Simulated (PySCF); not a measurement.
# H2O4Ta (charge −1): what the fields show

Input

```
mol = gto.M(atom='''
Ta    -0.00000     0.00000    -0.18093
O      0.87656     1.18663     0.84401
O     -0.87656    -1.18663     0.84401
O      1.30509    -1.01981    -1.30605
H      1.19092    -1.98469    -1.27775
O     -1.30509     1.01981    -1.30605
H     -1.19092     1.98469    -1.27775''',
    basis={'Ta': 'def2-SVP', 'O': 'def2-SVP', 'H': 'def2-SVP'},
    ecp={'Ta': 'def2-SVP'},
    charge=-1, spin=0)
mf = dft.RKS(mol, xc='TPSS')
mf.grids.atom_grid = (75, 302)  # f atoms: at least (60, 302), unpruned
mf = mf.density_fit()  # Ta def2-universal-JKFIT, O def2-universal-JKFIT, H def2-universal-JKFIT
mf.conv_tol = 1e-09; mf.max_cycle = 55
mf.kernel(dm0)
```

Command:

```sh
OMP_NUM_THREADS=2 python run.py
```

Core potentials replace the inner electrons of Ta.

All numbers below come from RKS TPSS, Ta def2-SVP with ECP60, O def2-SVP, H def2-SVP; non-relativistic Hamiltonian with scalar-relativistic core potentials where named; density fitting in PySCF 2.14.0.

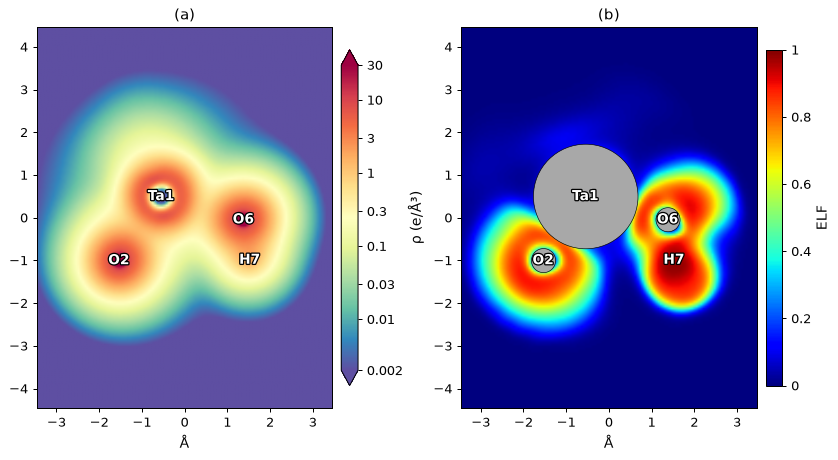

Figure 1. (a) electron density; (b) electron localisation function on the plane of atoms O2, Ta1 and O6. Grey discs cover the atomic cores in the ELF map.

Q: Interpret the plot.

A: The section cuts through Ta, O and H sites. Ta1···H7 (2.56 Å): the density falls to about 0.56 e/Å³ on the way; the ELF climbs to about 0.95 towards the hydrogen. Ta–O (1.80 Å): the density is about 1.4 e/Å³ at the midpoint; the ELF peaks at about 0.80 in the valence shell of O, 0.5 Å from its nucleus, and drops to about 0.30 between the two atoms. O–H (0.97 Å): ρ is about 3.5 e/Å³ halfway; the ELF climbs to about 1 towards the hydrogen; an ordinary covalent bond to hydrogen. Ta–O (2.00 Å): the density is about 0.8 e/Å³ at the midpoint; the ELF peaks at about 0.85 in the valence shell of O, 0.6 Å from its nucleus, and drops to about 0.20 between the two atoms.

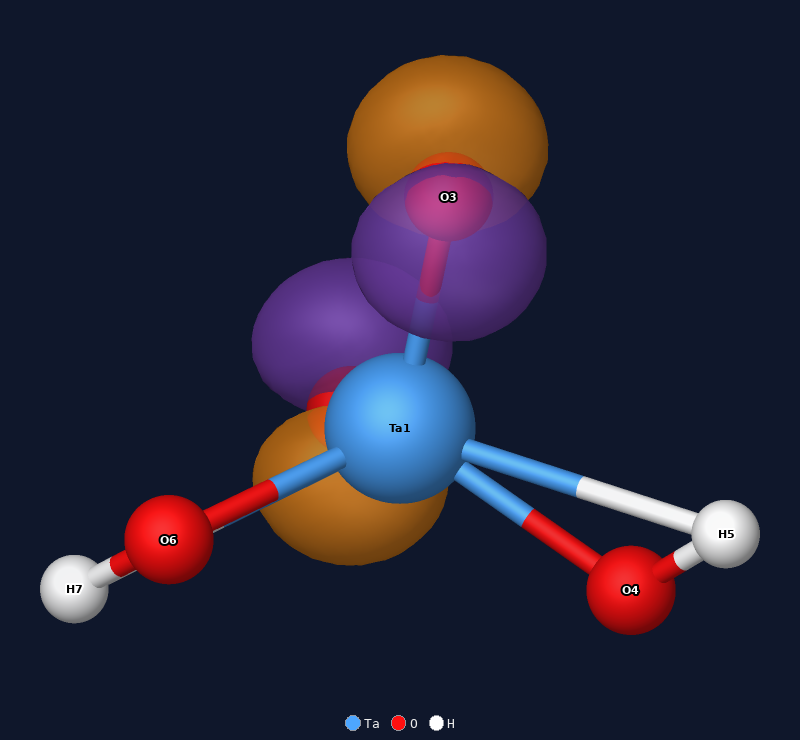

Figure 2. The HOMO at ±0.2 Å⁻³ᐟ² (orange and purple are the two phases), seen at a tilt.

Q: Where does this orbital lie, and at what energy?

A: Its weight (Hirshfeld) is mainly on O2 (about 45 %) and O3 (about 45 %); largely a combination of lone pairs on O2 and O3. Its energy is −0.54 eV.

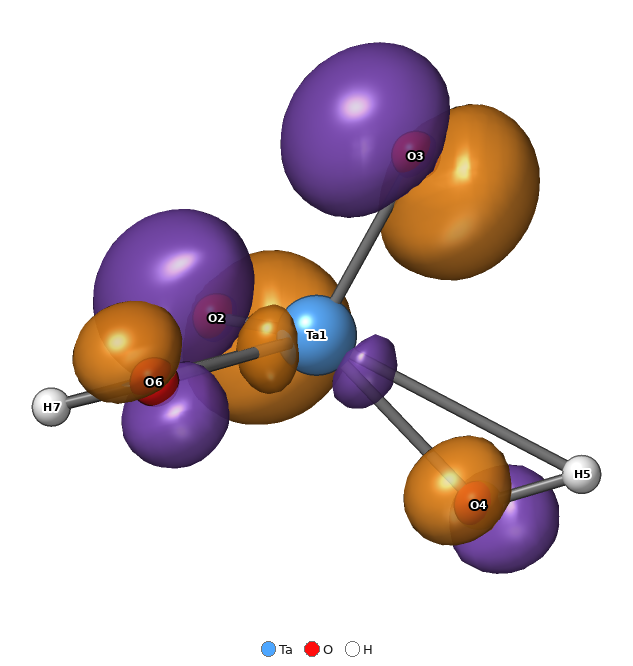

Figure 3. The HOMO−1 at ±0.15 Å⁻³ᐟ² (orange and purple are the two phases), seen at a tilt.

Q: What is the character of this orbital?

A: Its weight (Hirshfeld) is mainly on O2 (about 35 %), O3 (about 35 %), Ta1 (about 15 %), O4 (about 5 %) and O6 (about 5 %); largely a combination of lone pairs on O2, O3, O4 and O6. Its energy is −1.29 eV.
